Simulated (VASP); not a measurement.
Band structure of Ga3Bi (space group Pm-3m). These are PBEsol GGA, VASP's PBE PAW potentials (set 64) (plane waves; VASP) values and carry that method's errors.

Unless said otherwise, spin-orbit coupling is left out, though it shifts the bands of the heavy elements here.

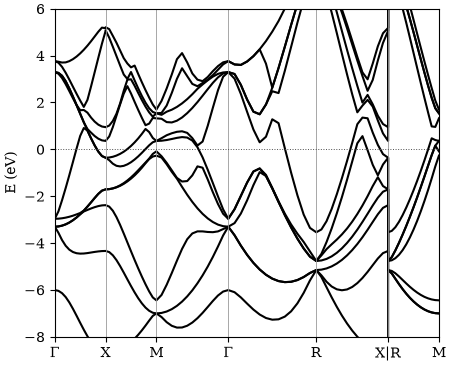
Fig. 1. Bands along high-symmetry lines, zero at the valence-band maximum or, without a gap, the Fermi level

Q: Read the plot: is there a gap, and where are the band edges?

A: It has no gap at this level: it comes out as a metal or semimetal. (Edges off the drawn lines would not show.)

The structure comes from a computed database's Ga3Bi entry (Pm-3m); how it stands against other phases isn't given here. It was relaxed first, which changed the volume by -6 %.
